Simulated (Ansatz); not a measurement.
# ScB3 (built on the sites of a database entry of ScGa3): following an unstable mode, part 2 of 2

Aim: this structure of ScB3 (built on the sites of a database entry of ScGa3) is to be tested for unstable modes, and one is followed downhill.

Ansatz 0.2.0; DFT LDA, scalar-relativistic, plane waves, norm-conserving pseudopotentials.

So far, highest frequency on the path or at a solved wavevector (cm⁻¹): step 2 (phonons on a q mesh) 645. Also lowest frequency on the path (cm⁻¹): step 2 -529.

The structure was built from a prototype and need not be the compound's stable phase.

### Step 4. The mode frozen in, largest atomic shift 0.45 Å

The atoms are moved along the unstable eigenvector, the largest shift by 0.45 Å, with the cell fixed.

Contents of input.yaml:

```yaml
crystal:
  lattice:
    - [0.0, -3.264037933, -3.264037933]
    - [0.0, -3.264037933, 3.264037933]
    - [-6.5280758659, -3.264037933, 0.0]
  atoms:
    - { symbol: Sc, position: [0.75, 0.75, 0.5] }
    - { symbol: Sc, position: [0.25, 0.25, 0.5] }
    - { symbol: Sc, position: [0.5, 0.5, 1.0] }
    - { symbol: Sc, position: [0.0, 0.0, 1.0] }
    - { symbol: B, position: [0.4655334888, -0.0344665112, 0.0689330224] }
    - { symbol: B, position: [0.0344665112, 0.5344665112, -0.0689330224] }
    - { symbol: B, position: [0.25, 0.75, 0.5] }
    - { symbol: B, position: [0.75, 0.25, 0.5] }
    - { symbol: B, position: [0.1825515055, 0.6825515055, 0.25] }
    - { symbol: B, position: [0.5674484945, 0.0674484945, 0.25] }
    - { symbol: B, position: [0.9325515055, 0.4325515055, 0.75] }
    - { symbol: B, position: [0.3174484945, 0.8174484945, 0.75] }
    - { symbol: B, position: [0.5674484945, 0.6825515055, 0.25] }
    - { symbol: B, position: [0.1825515055, 0.0674484945, 0.25] }
    - { symbol: B, position: [0.3174484945, 0.4325515055, 0.75] }
    - { symbol: B, position: [0.9325515055, 0.8174484945, 0.75] }
kpoints:
  mp_grid: { grid: [8, 8, 8] }
hamiltonian:
  xc: lda
  pseudopotentials: { kind: nc }
scf:
  occupations: { method: methfessel_paxton, width: 0.15 }
output:
  forces: true
  stress: true
  eigenvalues: true
```

The run is started by

```console
ansatz run input.yaml --threads 4 --pin off --max-ram 7168MiB --backend cpu --events-out ev --progress --plain --runs-dir out
```

Numbers of over 12 decimals in the logs are rounded to 6 here.

The program printed:

```text
[...]
Crystal: 16 atoms, lattice volume = 139.100 Å³
Basis set: ecut = 1061.244064 eV, 10947 PW (Γ)
Bands: 56, of which v1, the nominal top of the filled ones, is band 40 counted from 1 (39 counted from 0)
Symmetry: 16 space group operations
[...]
k-points: 59 of 512
[...]
k-point 0: bands = [... 36 lower, 10.7765, 10.8675, 10.8966, 10.9583, 10.9583, 13.6993, 14.9083, 14.9083, ... 12 higher]
  k-point 1: bands = [... 36 lower, 10.7812, 10.7870, 10.9713, 10.9792, 10.9792, 13.8419, 14.9051, 14.9051, ... 12 higher]
  k-point 2: bands = [... 36 lower, 10.7921, 10.7921, 11.0354, 11.0354, 11.1558, 14.2257, 14.8629, 14.8629, ... 12 higher]
  k-point 58: bands = [... 36 lower, 11.1890, 11.1890, 11.2235, 11.8020, 13.6240, 13.6240, 14.2919, 14.5109, ... 12 higher]
[key lines of the parts left out:]
SCF converged after 8 iterations
Free energy (F): -6227.499959 eV
Fermi energy:    12.151504 eV
P = ⅓ Tr σ = 16.6102 GPa (166.102 kbar)
```

The job ended after 30 s (4 threads of Arm Neoverse V1, shared host; peak memory 1.5 GiB; 1.9 min of CPU time).

This step gave:

| Item | Value |
| --- | --- |
| pressure | 16.61 GPa |
| energy from the undistorted cell | -295.8 meV/atom |

The energy, extrapolated to zero smearing, is -295.85 meV/atom against the undistorted cell.

The run ends at a pressure of 16.61 GPa, with forces up to 1.1 eV/Å.

### Step 5. Energy along the mode, all amplitudes (two of the runs are shown above)

An imaginary frequency means negative curvature, so the energy should fall and then rise again as anharmonic terms take over.

Numbers from this step:

```yaml
depth_at_the_lowest_point_sampled: 295.8 meV/atom
largest_atomic_shift_at_that_point: 0.45 Å
```

The energy from the parent by largest atomic shift:

| largest atomic shift (Å) | energy from the parent (meV/atom) |
| --- | --- |
| 0.000 | 0 |
| 0.040 | -3.58 |
| 0.080 | -14.5 |
| 0.140 | -45.5 |
| 0.220 | -111 |
| 0.320 | -209 |
| 0.450 | -296 |
| 0.600 | -141 |

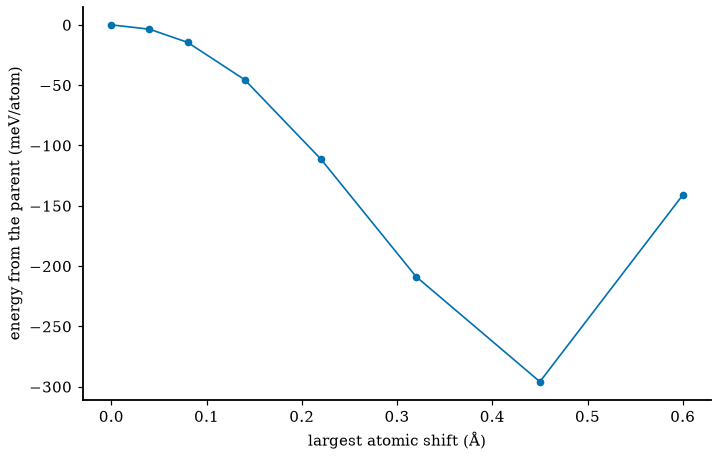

Energy from the parent against largest atomic shift.

Displacement at unit largest shift by atom:

```
atom  x (Å)  y (Å)  z (Å)  size
 Sc1   0.00   0.00   0.00  0.00
 Sc2   0.00   0.00   0.00  0.00
 Sc3   0.00   0.00   0.00  0.00
 Sc4   0.00   0.00   0.00  0.00
  B5  -1.00   0.00   0.00  1.00
  B6   1.00   0.00   0.00  1.00
  B7   0.00   0.00   0.00  0.00
  B8   0.00   0.00   0.00  0.00
  B9   0.00  -0.83   0.00  0.83
 B10   0.00   0.83   0.00  0.83
 B11   0.00  -0.83   0.00  0.83
 B12   0.00   0.83   0.00  0.83
 B13   0.00   0.00   0.83  0.83
 B14   0.00   0.00  -0.83  0.83
 B15   0.00   0.00   0.83  0.83
 B16   0.00   0.00  -0.83  0.83
```

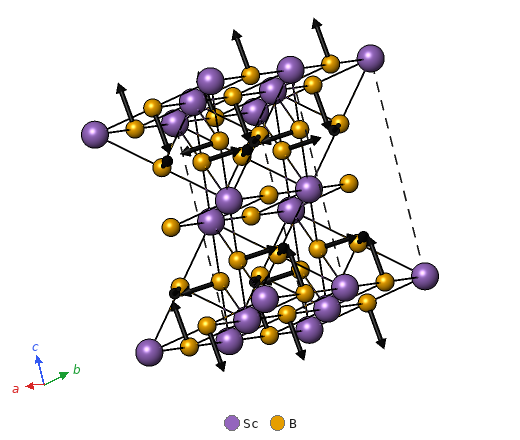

Displacement at unit largest shift as arrows, the longest 1 Å. 2×1×1 cells are drawn. Some periodic images of atoms are drawn too.

The lowest of the steps tried is at 0.45 Å, 296 meV/atom below the parent; the bottom of the well need not coincide with a step.

### Step 6. Relaxing from the distorted cell

Starting from the lowest point found, all atoms and the cell are let go, so that strain and other modes of the same symmetry can join in.

Edit input.yaml of step 4 so:

```diff
@@ -33 +33,6 @@
   eigenvalues: true
+relax:
+  adjacent_minimum: "off"
+  f_tol: 0.002
+  max_steps: 120
+  cell: { stress_tol: 0.03 }
```

The program printed:

```text
[...]
Crystal: 16 atoms, lattice volume = 139.100 Å³
Basis set: ecut = 1061.244064 eV, 10947 PW (Γ)
Bands: 56, of which v1, the nominal top of the filled ones, is band 40 counted from 1 (39 counted from 0)
Symmetry: 16 space group operations
[...]
k-points: 59 of 512
[...]
SCF iter   1: F=—  HF=-6230.161436 eV  |F-HF|=—  |Δ(HF+E_count)|=         —  Δρ=5.08e-2  dr2=8.25e0  ethr=3.10e-3  ⟨swp⟩=6.6  Hψ=14816  notcnv=0  defer=25
[...]
SCF iter   8: F=-6227.499959 eV  HF=-6227.499959 eV  |F-HF|=4.36e-8  |Δ(HF+E_count)|=   1.78e-7  S|Δr|=    0.00e0  Δρ=6.96e-6  dr2=7.64e-8  ethr=1.25e-10  ⟨swp⟩=18.7  Hψ=23631  notcnv=0
SCF 1 converged in 8 iterations: F = -6227.499959 eV  dr2 = 7.64e-8
relax step   1: F+E_penalty+E_count = -6227.49995890 eV  Δ(F+E_penalty+E_count) = +0.000e0 eV  max|allowed force component| = 8.765e-1 eV/Å  Δτ_max = 0.0000 Å  P = +16.610 GPa  Ω = 139.100 Å³  (8 SCF iters, dr2 threshold 1.00e-7 eV, accepted)
Crystal: 16 atoms, lattice volume = 151.948 Å³
Basis set: ecut = 1061.244064 eV, 11887 PW (Γ)
[...]
SCF iter   7: F=-6228.737044 eV  HF=-6228.737044 eV  |F-HF|=3.07e-7  |Δ(HF+E_count)|=   6.55e-7  S|Δr|=    0.00e0  Δρ=1.31e-5  dr2=4.50e-7  ethr=2.00e-9  ⟨swp⟩=14.2  Hψ=20343  notcnv=0
the search or the solves at the SCF's close seem to have found levels that the self-consistency loop had missed (the run counts 1). By its estimate they hold under 1e-12 electrons; where the run keeps them, the occupations were computed again with them
SCF 2 converged in 7 iterations: F = -6228.737044 eV  dr2 = 4.50e-7
relax step   2: F+E_penalty+E_count = -6228.73704411 eV  Δ(F+E_penalty+E_count) = -1.237e0 eV  max|allowed force component| = 5.262e-1 eV/Å  Δτ_max = 0.0774 Å  P = +1.583 GPa  Ω = 151.948 Å³  energy of the carried Pulay correction = -7.251e-3 eV  (7 SCF iters, dr2 threshold 1.60e-6 eV, accepted)
Crystal: 16 atoms, lattice volume = 155.374 Å³
Basis set: ecut = 1061.244064 eV, 12215 PW (Γ)
[...]
SCF iter   7: F=-6228.888407 eV  HF=-6228.888407 eV  |F-HF|=1.02e-7  |Δ(HF+E_count)|=   3.20e-7  S|Δr|=    0.00e0  Δρ=6.38e-6  dr2=1.43e-7  ethr=2.00e-9  ⟨swp⟩=13.0  Hψ=18959  notcnv=0
SCF 3 converged in 7 iterations: F = -6228.888407 eV  dr2 = 1.43e-7
relax step   3: F+E_penalty+E_count = -6228.88840710 eV  Δ(F+E_penalty+E_count) = -1.514e-1 eV  max|allowed force component| = 2.496e-1 eV/Å  Δτ_max = 0.0417 Å  P = -0.271 GPa  Ω = 155.374 Å³  energy of the carried Pulay correction = -9.078e-3 eV  (7 SCF iters, dr2 threshold 1.60e-6 eV, accepted)
[...]
relax step   4: F+E_penalty+E_count = -6228.89782262 eV  Δ(F+E_penalty+E_count) = -9.416e-3 eV  max|allowed force component| = 8.484e-3 eV/Å  Δτ_max = 0.0138 Å  P = -0.174 GPa  Ω = 155.401 Å³  energy of the carried Pulay correction = -9.092e-3 eV  (5 SCF iters, dr2 threshold 1.60e-6 eV, accepted)
[...]
relax step   5: F+E_penalty+E_count = -6228.89812891 eV  Δ(F+E_penalty+E_count) = -3.063e-4 eV  max|allowed force component| = 4.964e-3 eV/Å  Δτ_max = 0.0021 Å  P = -0.011 GPa  Ω = 155.267 Å³  energy of the carried Pulay correction = -9.021e-3 eV  (4 SCF iters, dr2 threshold 1.81e-7 eV, accepted)
[...]
relax step   6: F+E_penalty+E_count = -6228.89815085 eV  Δ(F+E_penalty+E_count) = -2.194e-5 eV  max|allowed force component| = 6.020e-4 eV/Å  Δτ_max = 0.0003 Å  P = +0.004 GPa  Ω = 155.239 Å³  energy of the carried Pulay correction = -9.007e-3 eV  (5 SCF iters, dr2 threshold 4.50e-9 eV, accepted)
[...]
relax step   7: F+E_penalty+E_count = -6228.91697667 eV  Δ(F+E_penalty+E_count) = -1.883e-2 eV  max|allowed force component| = 1.060e-3 eV/Å  Δτ_max = 0.0000 Å  P = +0.192 GPa  Ω = 155.239 Å³  stress off target by 2.39e-1 GPa  SCF on the basis re-selected at this cell (its energy is not comparable with the rows above)  (6 SCF iters)
[...]
relax step   8: F+E_penalty+E_count = -6228.91702250 eV  Δ(F+E_penalty+E_count) = -4.583e-5 eV  max|allowed force component| = 1.743e-3 eV/Å  Δτ_max = 0.0007 Å  P = -0.006 GPa  Ω = 155.450 Å³  energy of the carried Pulay correction = -1.095e-4 eV  (4 SCF iters, dr2 threshold 1.43e-7 eV, accepted)
[...]
SCF iter   6: F=-6228.917130 eV  HF=-6228.917130 eV  |F-HF|=1.64e-11  |Δ(HF+E_count)|=  7.64e-11  S|Δr|=    0.00e0  Δρ=1.20e-7  dr2=2.05e-11  ethr=1.00e-12  ⟨swp⟩=9.9  Hψ=15701  notcnv=0
SCF 9 converged in 6 iterations: F = -6228.917130 eV  dr2 = 2.05e-11
relax step   9: F+E_penalty+E_count = -6228.91712975 eV  Δ(F+E_penalty+E_count) = -1.072e-4 eV  max|allowed force component| = 1.710e-3 eV/Å  Δτ_max = 0.0000 Å  P = -0.006 GPa  Ω = 155.450 Å³  stress off target by 1.21e-2 GPa  SCF on the basis re-selected at this cell (its energy is not comparable with the rows above)  (6 SCF iters)
[...]
SCF converged after 6 iterations
[...]
Free energy (F): -6228.917130 eV
[...]
Internal energy: -6228.916277 eV  (E = F + TS)
E sigma→0 (E₀):  -6228.916917 eV
Entropy (-TS):   -0.000853 eV (-0.053 meV/atom)
Fermi energy:    10.672865 eV
[...]
--- Forces (eV/Å), atoms counted from 1 ---
  atom   1  Sc     0.00000000     0.00000000     0.00000000
  atom   2  Sc     0.00000000    -0.00000000     0.00000000
  atom   3  Sc     0.00000000     0.00000000    -0.00000000
  atom   4  Sc     0.00000000    -0.00000000     0.00000000
  atom   5  B     -0.00171017    -0.00000000     0.00000000
  atom   6  B      0.00171017     0.00000000     0.00000000
  atom   7  B      0.00000000     0.00000000    -0.00000000
  atom   8  B      0.00000000     0.00000000     0.00000000
  atom   9  B      0.00034237    -0.00101250    -0.00000000
  atom  10  B      0.00034237     0.00101250     0.00000000
  atom  11  B     -0.00034237    -0.00101250    -0.00000000
  atom  12  B     -0.00034237     0.00101250     0.00000000
  atom  13  B      0.00034237    -0.00000000     0.00101250
  atom  14  B      0.00034237    -0.00000000    -0.00101250
  atom  15  B     -0.00034237    -0.00000000     0.00101250
  atom  16  B     -0.00034237     0.00000000    -0.00101250
  max |Σ_I F_I| component: 3.30e-17 eV/Å
--- Stress (GPa, compression-positive) ---
       -0.012109       0.000000       0.000000
        0.000000      -0.003000       0.000000
        0.000000       0.000000      -0.003000
  P = ⅓ Tr σ = -0.0060 GPa (-0.060 kbar)
--- Band table (eV; the first three rows and the last of 59) ---
  k-point 0: bands = [... 36 lower, 9.4068, 9.5296, 9.5927, 9.5927, 9.7768, 11.5723, 13.1879, 13.1879, ... 12 higher]
  k-point 1: bands = [... 36 lower, 9.4080, 9.5444, 9.6108, 9.6108, 9.6374, 11.7824, 13.1940, 13.1940, ... 12 higher]
  k-point 2: bands = [... 36 lower, 9.3918, 9.3918, 9.6225, 9.6791, 9.6791, 12.2870, 13.1629, 13.1629, ... 12 higher]
  k-point 58: bands = [... 36 lower, 8.9382, 9.9861, 10.0886, 10.0886, 11.8622, 11.8622, 12.1831, 13.0108, ... 12 higher]
--- Relaxed structure (7 steps of the walk, 7 accepted, 2 SCFs on fresh bases) ---
  F+E_penalty+E_count = -6228.91712975 eV   max|allowed force component| = 1.710e-3 eV/Å   (the final SCF, on the basis selected at the relaxed cell)
  cell:  # Å, volume = 155.4499 Å³
    - [5.370678781011838e-18, -3.442761, -3.442761]
    - [-5.370678781011855e-18, -3.442761, 3.442761]
    - [-6.557629, -3.442761, 1.0741357561859154e-17]
  atoms:
    - { symbol: Sc, position: [0.75, 0.75, 0.500000] }
    - { symbol: Sc, position: [0.250000, 0.250000, 0.500000] }
    - { symbol: Sc, position: [0.500000, 0.500000, 1.000000] }
    - { symbol: Sc, position: [-1.1238818495909001e-16, -1.096564199659413e-16, 1.000000] }
    - { symbol: B, position: [0.464458, -0.035542, 0.071085] }
    - { symbol: B, position: [0.035542, 0.535542, -0.071085] }
    - { symbol: B, position: [0.250000, 0.75, 0.500000] }
    - { symbol: B, position: [0.75, 0.250000, 0.500000] }
    - { symbol: B, position: [0.191334, 0.691334, 0.262784] }
    - { symbol: B, position: [0.545882, 0.045882, 0.262784] }
    - { symbol: B, position: [0.954118, 0.454118, 0.737216] }
    - { symbol: B, position: [0.308666, 0.808666, 0.737216] }
    - { symbol: B, position: [0.545882, 0.691334, 0.262784] }
    - { symbol: B, position: [0.191334, 0.045882, 0.262784] }
    - { symbol: B, position: [0.308666, 0.454118, 0.737216] }
    - { symbol: B, position: [0.954118, 0.808666, 0.737216] }
```

Run time: 5 min. Hardware: 4 threads; peak memory 1.7 GiB; 20 min of CPU time.

Relaxation path:

```
step  energy less that of the first step (eV)  largest force component (eV/Å)  pressure (GPa)  volume (Å³)
   1                                   0.0000                          0.8765           16.61       139.10
   2                                  -1.2371                          0.5262            1.58       151.95
   3                                  -1.3884                          0.2496           -0.27       155.37
   4                                  -1.3979                          0.0085           -0.17       155.40
   5                                  -1.3982                          0.0050           -0.01       155.27
   6                                  -1.3982                          0.0006            0.00       155.24
  7*                                  -1.4170                          0.0011            0.19       155.24
   8                                  -1.4171                          0.0017           -0.01       155.45
  9*                                  -1.4172                          0.0017           -0.01       155.45
```

Relaxation steps marked * repeat the geometry before them on a plane-wave basis chosen anew for their cell, so energy and pressure can jump there.

Forces are held to the 16 operations that the run works with; a distortion that breaks them can't arise in this run.

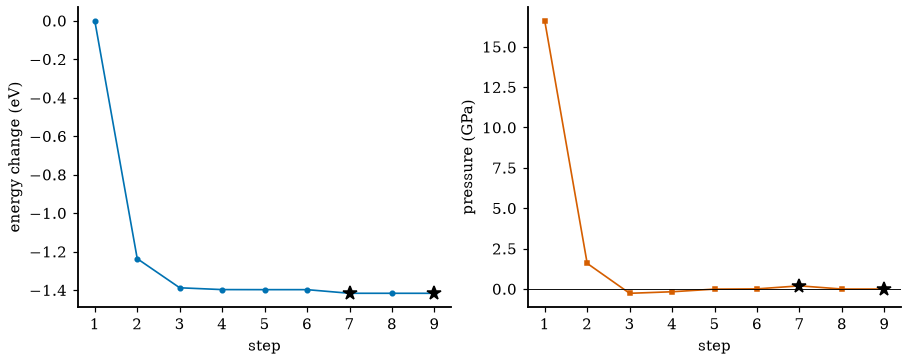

Energy and pressure along the relaxation. Stars mark steps on a basis chosen anew.

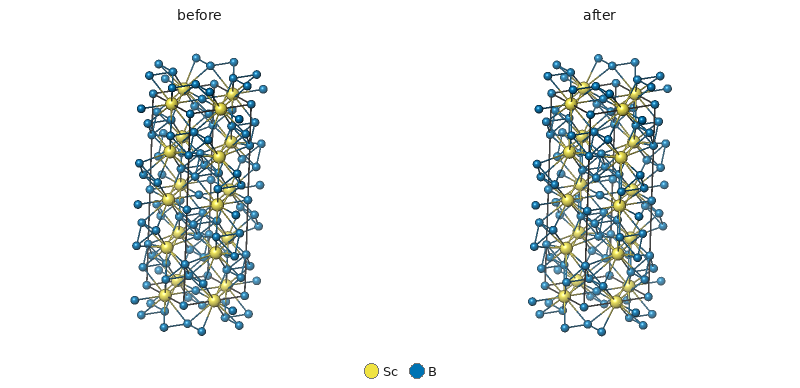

The structure before and after the relaxation, drawn at the same scale.

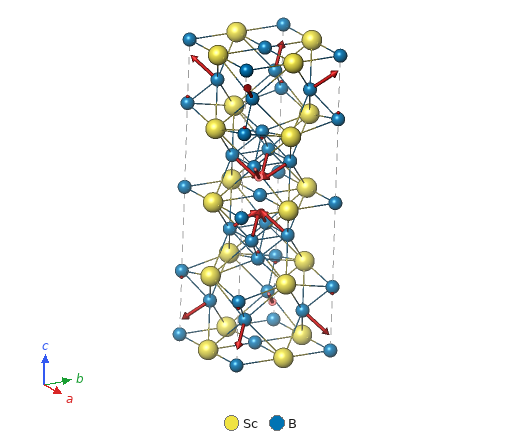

Displacements in the relaxation, exaggerated, measured against the changing cell; the longest in the cell stands for 0.13 Å. Some periodic images of atoms are drawn too.

```csv
"conventional cell, symmetrised",before,after,change
a (Å),4.616,4.869,+5.5 %
b (Å),4.616,4.869,+5.5 %
c (Å),13.056,13.115,+0.5 %
volume (Å³/atom),8.69,9.72,+11.8 %
```

The atoms that moved most (Å, as changes of fractional coordinates times the final cell):

```
atom      dx      dy      dz  length
  B9  -0.084  -0.104   0.000   0.134
 B10  -0.084   0.104   0.000   0.134
 B16   0.084   0.000  -0.104   0.134
 B11   0.084  -0.104   0.000   0.134
 B15   0.084   0.000   0.104   0.134
 B13  -0.084   0.000   0.104   0.134
 B14  -0.084   0.000  -0.104   0.134
 B12   0.084   0.104   0.000   0.134
```

The relaxed structure:

```cif
data_structure
_symmetry_space_group_name_H-M 'P 1'
_symmetry_Int_Tables_number 1
_cell_length_a 4.8688
_cell_length_b 4.8688
_cell_length_c 7.4064
_cell_angle_alpha 70.811
_cell_angle_beta 70.811
_cell_angle_gamma 90.000
_cell_volume 155.45
loop_
_atom_site_label
_atom_site_type_symbol
_atom_site_fract_x
_atom_site_fract_y
_atom_site_fract_z
_atom_site_occupancy
Sc1 Sc 0.75000 0.75000 0.50000 1
Sc2 Sc 0.25000 0.25000 0.50000 1
Sc3 Sc 0.50000 0.50000 0.00000 1
Sc4 Sc 0.00000 0.00000 0.00000 1
B5 B 0.46446 0.96446 0.07108 1
B6 B 0.03554 0.53554 0.92892 1
B7 B 0.25000 0.75000 0.50000 1
B8 B 0.75000 0.25000 0.50000 1
B9 B 0.19133 0.69133 0.26278 1
B10 B 0.54588 0.04588 0.26278 1
B11 B 0.95412 0.45412 0.73722 1
B12 B 0.30867 0.80867 0.73722 1
B13 B 0.54588 0.69133 0.26278 1
B14 B 0.19133 0.04588 0.26278 1
B15 B 0.30867 0.45412 0.73722 1
B16 B 0.95412 0.80867 0.73722 1
```

Numbers from this step:

| Property | Result |
| --- | --- |
| pressure | -0.006036 GPa |
| volume per atom | 9.716 Å³ |

The distorted start has space group I4/mmm; the relaxation ends in I4/mmm.

### Step 7. The phases reached

The phases reached along the modes that were followed are set side by side.

Energies are those of the first relaxation, on the mesh of the frozen mode; space group, volume and gap are those of the last relaxation. Phases, by row:

```csv
mode frozen in,space group,energy from parent (meV/atom),volume (Å³/atom),gap on mesh (eV),lowest zone-centre optical mode (cm⁻¹),largest shift (Å)
parent,Pm-3m,0,8.694,0,–,–
"q = (-0.5, -0.5, -0.5), 529i cm⁻¹",Fm-3m,-446.1,9.85,0,273.3,0.448
"q = (0.25, -0.5, -0.5), 478i cm⁻¹",I4/mmm,-384.4,9.72,0,–,0.508
```

### Step 8. Summary of results

| Quantity | Value |
| --- | --- |
| unstable mode of the parent | q = (0.25, -0.5, -0.5), 478i cm⁻¹ |
| depth at the lowest point sampled | 296 meV/atom |
| largest atomic shift at that point | 0.45 Å |
| space group reached (within 0.01 Å) | I4/mmm |
| energy gained over the parent (first relaxation, on the mesh of the frozen mode) | 384 meV/atom |
| volume per atom, phase reached | 9.72 Å³ |

In words: Along this mode the structure falls into I4/mmm, 384 meV/atom below the parent. At the parent's cell the well is 295.8 meV/atom deep on the steps tried, with its lowest point at a shift of 0.45 Å. Relaxing atoms and cell changes the gain by +88.57 meV/atom against the lowest step (energies at zero smearing). The modes of the phase reached were not computed on this path. Of the 2 patterns followed to their end from this parent, this one ends 61.7 meV/atom above the lowest, Fm-3m. Each path keeps the symmetry of its pattern, so a lower phase may lie along a pattern not tried. With no gap, or one that is small against the smearing, the frequencies hang on the k mesh and the smearing, most of all near Kohn anomalies. The volume moved by more than a tenth on the k mesh of the start, so the energy gain is rough. The starting cell was built on a prototype and not taken from a measurement, so the phase need not exist.

[Logs are printed without paths, hosts, clocks, repeated set-up lines and the standing remarks that a program may print on its own settings, such as how far it seeks lower states.]

[Hosts, paths, dates, database ids (printed as entryN), source tags and the programs' standing remarks are cut or masked in the printed files.]
